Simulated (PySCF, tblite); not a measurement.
# C₃H₅OS₂−: dynamics, then NMR shifts on frames

Aim: move C₃H₅OS₂− (`C[S@@](=O)/C=C/[S-]`) away from its starting geometry and see how NMR shifts follow the geometry.

Computed with tblite 0.8.0 and PySCF 2.14.0, with density-fitted response routines of our own, on a single molecule in the gas phase. Atoms count from 0, in the outputs and in this text.

## (1) The starting structure

11 atoms, charge -1, multiplicity 1; geometry from: GFN2-xTB.

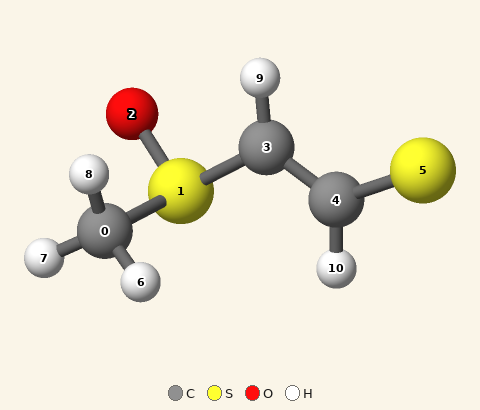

As it starts; carbon grey, sulfur yellow, oxygen red, hydrogen white, atoms numbered; sticks join atoms by distance.

## (2) Thermal motion with GFN2-xTB

Job settings and geometry (Å):

```
{"job": {"kind": "md", "xc": "GFN2-xTB", "basis": "xTB", "temperature": 300, "steps": 2000, "every": 50, "frames": 5}, "charge": -1, "multiplicity": 1}
C     -1.654270    -0.241502     0.252813
S     -0.476340     1.081488    -0.377087
O     -0.719654     2.231236     0.527716
C      1.025621     0.312571     0.139671
C      1.686681    -0.501208    -0.708818
S      3.111993    -1.341561    -0.386842
H     -1.435245    -1.154555    -0.288827
H     -2.674306     0.082569     0.070140
H     -1.482735    -0.373274     1.315222
H      1.375351     0.564446     1.126387
H      1.248327    -0.657539    -1.696340
```

With the program's defaults for keys left out, this is: GFN2-xTB Langevin dynamics, gas phase.

Started as:

```console
OMP_NUM_THREADS=1 python probes_run.py task.json out
```

One launch serves the whole session: the jobs run in the order shown.

Log:

```text
t/fs     T/K      E/eV
    0.0   263.2   -536.37258
   25.0   111.5   -536.17791
   50.0   172.7   -536.12128
   75.0   194.2   -536.16548
  100.0   186.6   -536.02397
  125.0   217.7   -536.09463
  150.0   308.7   -536.03531
  175.0   279.4   -536.04504
  200.0   262.2   -535.87714
  225.0   458.8   -536.03822
  250.0   363.3   -535.80116
  275.0   391.2   -535.99440
  300.0   282.1   -535.89452
  325.0   292.0   -535.84988
  350.0   295.5   -535.80964
  375.0   467.1   -535.98142
  400.0   306.3   -536.05795
  425.0   282.0   -536.00484
  450.0   317.9   -536.09076
  475.0   328.0   -535.99027
  500.0   295.4   -536.03349
  525.0   317.5   -536.09824
  550.0   266.7   -536.13030
  575.0   220.6   -536.07642
  600.0   211.7   -535.98936
  625.0   364.2   -536.12373
  650.0   370.6   -535.96641
  675.0   341.5   -535.92863
  700.0   331.7   -535.97805
  725.0   404.3   -535.96732
  750.0   383.4   -536.01457
  775.0   344.7   -536.08576
  800.0   420.1   -536.09003
  825.0   315.6   -535.96439
  850.0   373.0   -535.97260
  875.0   420.7   -535.84955
  900.0   591.3   -536.13882
  925.0   229.6   -535.71347
  950.0   376.5   -535.98740
  975.0   349.6   -535.83393
 1000.0   530.7   -536.14037
```

Run time: 10 s. Hardware: 1 thread of Arm Neoverse V1, shared host; peak memory 0.18 GiB.

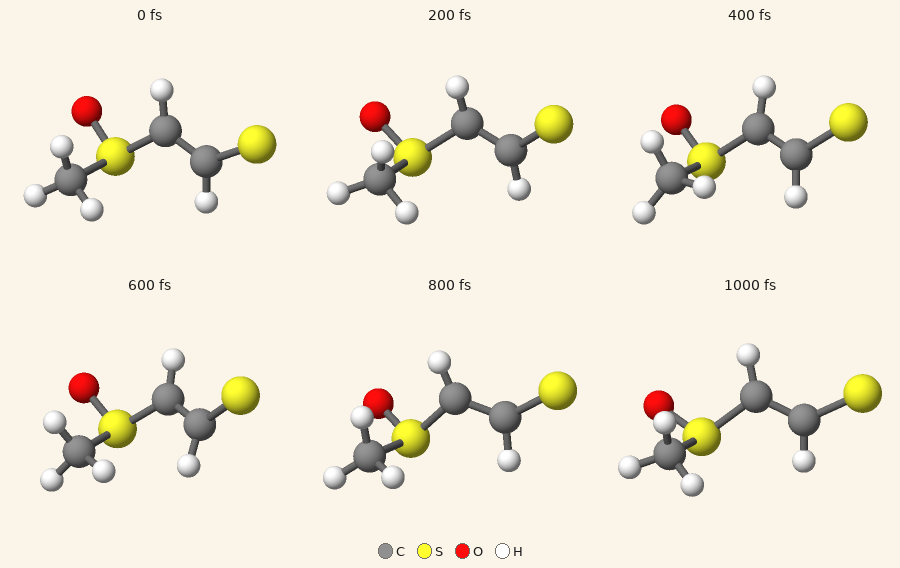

Frames of the run.

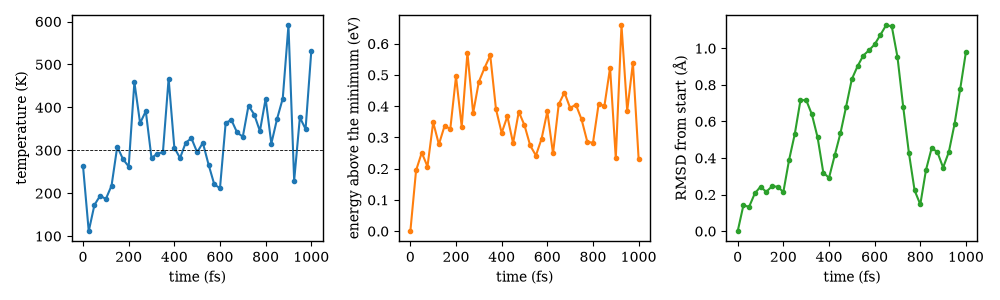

Temperature, potential energy and distance from the start.

Positions (Å) and forces (eV/Å) at 1000 fs:

```xyz
11

C    -1.501   -1.380    0.176   -0.651   -0.706    0.121
S    -0.692    0.106   -0.564   -0.155    0.381   -0.471
O    -1.417    1.173    0.181    0.608    0.205    0.019
C     1.020    0.009   -0.078    0.375   -0.325   -0.204
C     1.910   -0.624   -0.919   -0.778    1.242    1.221
S     3.571   -0.836   -0.783   -0.058    0.034    0.201
H    -2.587   -1.172    0.171    0.534   -0.087   -0.259
H    -1.245   -1.618    1.196    0.409    0.217    0.270
H    -1.261   -2.233   -0.448   -0.084   -0.073   -0.095
H     1.259    0.573    0.811    0.162   -0.263    0.036
H     1.471   -0.945   -1.829   -0.362   -0.625   -0.839
```

## (3) NMR shieldings: 250 fs, PBE0/pcSseg-1

Job settings and geometry (Å):

```
{"job": {"kind": "nmr", "xc": "PBE0", "basis": "pcSseg-1", "pop": false}, "charge": -1, "multiplicity": 1}
C     -1.537600    -0.899400    -0.025600
S     -0.701100     0.629800    -0.546000
O     -1.381500     1.686300     0.242500
C      0.861000     0.284600     0.197100
C      1.536100    -0.748200    -0.319700
S      3.069700    -1.391500    -0.058500
H     -1.815000    -1.553700    -0.777100
H     -2.336500    -0.629700     0.521800
H     -0.736700    -1.460700     0.642100
H      1.187500     0.778700     1.102000
H      1.099100    -1.139200    -1.239900
```

Method: GIAO PBE0/pcSseg-1 NMR shielding, non-relativistic, gas phase.

Log:

```text
coarse grid: 10696 points
cycle   1  E = -988.0946946204  dE =  1.051e+00  |g| = 9.270e-01  |ddm| = 3.399e+00
cycle   2  E = -987.5444874925  dE =  5.502e-01  |g| = 1.890e+00  |ddm| = 4.165e+00
cycle   3  E = -988.2626821340  dE = -7.182e-01  |g| = 2.691e-01  |ddm| = 3.417e+00
cycle   4  E = -988.2798357563  dE = -1.715e-02  |g| = 8.378e-02  |ddm| = 4.520e-01
cycle   5  E = -988.2812700250  dE = -1.434e-03  |g| = 3.262e-02  |ddm| = 1.290e-01
cycle   6  E = -988.2815435069  dE = -2.735e-04  |g| = 9.207e-03  |ddm| = 5.657e-02
cycle   7  E = -988.2815642025  dE = -2.070e-05  |g| = 3.117e-03  |ddm| = 1.737e-02
cycle   8  E = -988.2815666623  dE = -2.460e-06  |g| = 8.290e-04  |ddm| = 4.912e-03
final grid: 95184 points
cycle   9  E = -988.3331506612  dE = -1.280e-05  |g| = 1.093e-02  |ddm| = 2.764e-02
cycle  10  E = -988.3330870959  dE =  6.357e-05  |g| = 1.946e-02  |ddm| = 3.614e-02
cycle  11  E = -988.3331768095  dE = -8.971e-05  |g| = 2.314e-03  |ddm| = 2.732e-02
cycle  12  E = -988.3331779707  dE = -1.161e-06  |g| = 3.110e-04  |ddm| = 2.756e-03
cycle  13  E = -988.3331779946  dE = -2.397e-08  |g| = 1.122e-04  |ddm| = 6.229e-04
cycle  14  E = -988.3331779975  dE = -2.870e-09  |g| = 3.870e-05  |ddm| = 1.795e-04
cycle  15  E = -988.3331779979  dE = -3.497e-10  |g| = 8.785e-06  |ddm| = 4.789e-05
converged SCF energy = -988.3331779979

GIAO shielding tensors (ppm)
atom      isotropic    diamagn.    paramagn.     s11        s22        s33       span
  0 C      123.485     255.606    -132.121     61.050    116.592    192.812    131.762
  1 S      193.574    1051.808    -858.234     77.002    103.892    399.828    322.826
  2 O      295.011     398.409    -103.399    121.451    272.141    491.439    369.988
  3 C       54.712     257.755    -203.043    -30.538     82.287    112.389    142.927
  4 C       12.338     255.357    -243.020   -113.050    -10.975    161.038    274.088
  5 S      379.806    1056.124    -676.318     94.978    377.475    666.965    571.987
  6 H       29.603      32.977      -3.374     26.511     28.626     33.670      7.160
  7 H       31.277      34.156      -2.879     28.064     30.038     35.730      7.666
  8 H       26.736      28.670      -1.934     23.937     27.693     28.580      4.643
  9 H       25.397      32.983      -7.586     22.714     26.296     27.182      4.469
 10 H       23.810      31.663      -7.853     18.449     20.258     32.723     14.274
```

Wall time 11 s (1 thread of Arm Neoverse V1, shared host); peak memory 0.69 GiB.

Shifts follow as δ = σ(reference) − σ, with reference shieldings (ppm) from runs at the same level and on the same kind of geometry: 1H TMS 31.72, 13C TMS 186.9, 17O H2O 336.1, 33S CS2 504. The references are single molecules in the gas phase, so shifts against H2O, NH3, PH3, H3PO4 or CFCl3 are not on the usual liquid scales and can be off by tens of ppm. Each atom is listed at this fixed geometry, with no averaging over motion; a spectrum would average atoms that exchange fast.

```
atoms                              environment  σ (ppm)  δ (ppm)
   C4                                alkene CH     12.3    174.6
   C3                                alkene CH     54.7    132.2
   C0                methyl carbon bonded to S    123.5     63.4
  H10                 hydrogen on an alkene CH    23.81     7.91
   H9                 hydrogen on an alkene CH    25.40     6.32
   H8  hydrogen on a methyl carbon bonded to S    26.74     4.98
   H6  hydrogen on a methyl carbon bonded to S    29.60     2.11
   H7  hydrogen on a methyl carbon bonded to S    31.28     0.44
   S1                         sulfoxide sulfur      194      310
   S5                       sulfur bonded to C      380      124
   O2                               S=O oxygen    295.0     41.1
```

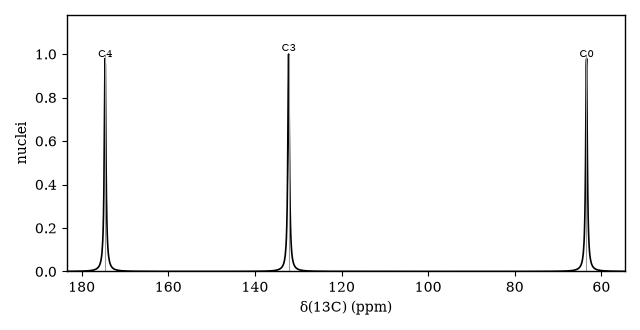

13C lines at the computed shifts, without couplings. Lines are broadened to a width of 0.44 ppm (Lorentzian).

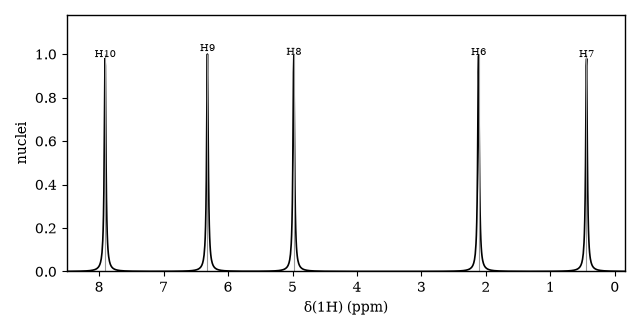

1H lines at the computed shifts, without couplings. Lines are broadened to a width of 0.03 ppm (Lorentzian).

## (4) NMR shieldings: 425 fs, PBE0/pcSseg-1

Job settings and geometry (Å):

```
{"job": {"kind": "nmr", "xc": "PBE0", "basis": "pcSseg-1", "pop": false}, "charge": -1, "multiplicity": 1}
C     -1.570100    -1.130500     0.301300
S     -0.591800     0.293100    -0.531400
O     -0.919100     1.483300     0.289400
C      1.008300    -0.196300     0.002400
C      1.679400    -1.279000    -0.420700
S      3.192300    -1.818000     0.047600
H     -0.868000    -1.884500     0.520000
H     -2.282300    -1.353200    -0.510200
H     -2.056000    -0.593600     1.213100
H      1.447000     0.454500     0.827600
H      1.202000    -1.953900    -1.187700
```

With the program's defaults for keys left out, this is: GIAO PBE0/pcSseg-1 NMR shielding, non-relativistic, gas phase.

Log:

```text
coarse grid: 10696 points
cycle   1  E = -988.1010497134  dE =  8.809e-01  |g| = 9.273e-01  |ddm| = 3.338e+00
cycle   2  E = -987.4503121971  dE =  6.507e-01  |g| = 1.998e+00  |ddm| = 4.357e+00
cycle   3  E = -988.2718835024  dE = -8.216e-01  |g| = 2.723e-01  |ddm| = 3.567e+00
cycle   4  E = -988.2894588085  dE = -1.758e-02  |g| = 9.920e-02  |ddm| = 4.816e-01
cycle   5  E = -988.2916348386  dE = -2.176e-03  |g| = 3.165e-02  |ddm| = 1.371e-01
cycle   6  E = -988.2918814207  dE = -2.466e-04  |g| = 9.057e-03  |ddm| = 5.167e-02
cycle   7  E = -988.2919000537  dE = -1.863e-05  |g| = 3.538e-03  |ddm| = 1.751e-02
cycle   8  E = -988.2919034517  dE = -3.398e-06  |g| = 7.837e-04  |ddm| = 5.668e-03
final grid: 95184 points
cycle   9  E = -988.3430950035  dE = -6.455e-06  |g| = 1.145e-02  |ddm| = 2.615e-02
cycle  10  E = -988.3430191620  dE =  7.584e-05  |g| = 2.107e-02  |ddm| = 3.811e-02
cycle  11  E = -988.3431242025  dE = -1.050e-04  |g| = 2.274e-03  |ddm| = 2.857e-02
cycle  12  E = -988.3431252871  dE = -1.085e-06  |g| = 3.524e-04  |ddm| = 2.537e-03
cycle  13  E = -988.3431253191  dE = -3.203e-08  |g| = 1.011e-04  |ddm| = 6.141e-04
cycle  14  E = -988.3431253212  dE = -2.126e-09  |g| = 4.219e-05  |ddm| = 1.703e-04
cycle  15  E = -988.3431253217  dE = -4.379e-10  |g| = 1.011e-05  |ddm| = 5.824e-05
converged SCF energy = -988.3431253217

GIAO shielding tensors (ppm)
atom      isotropic    diamagn.    paramagn.     s11        s22        s33       span
  0 C      113.335     258.192    -144.856     46.622    113.730    179.654    133.032
  1 S      168.823    1053.223    -884.400     43.015    119.632    343.822    300.806
  2 O      271.390     399.947    -128.558     84.524    266.522    463.124    378.600
  3 C       58.106     258.196    -200.090    -14.185     62.053    126.449    140.634
  4 C       16.844     253.284    -236.441   -101.367     -0.862    152.760    254.127
  5 S      370.093    1056.095    -686.002    116.885    378.697    614.696    497.812
  6 H       29.540      33.199      -3.659     26.808     30.136     31.677      4.869
  7 H       27.713      31.003      -3.290     25.718     26.323     31.096      5.378
  8 H       28.154      29.463      -1.309     26.310     27.300     30.852      4.541
  9 H       25.002      31.378      -6.376     23.019     24.745     27.243      4.223
 10 H       23.172      29.832      -6.659     19.079     20.453     29.984     10.905
```

Wall time 11 s (1 thread of Arm Neoverse V1, shared host); peak memory 0.71 GiB.

In short: δ C4 170.1, C3 128.8, C0 73.6, S1 335, H10 8.54, H9 6.71 ppm.

(Part 1 of 2 ends here.)
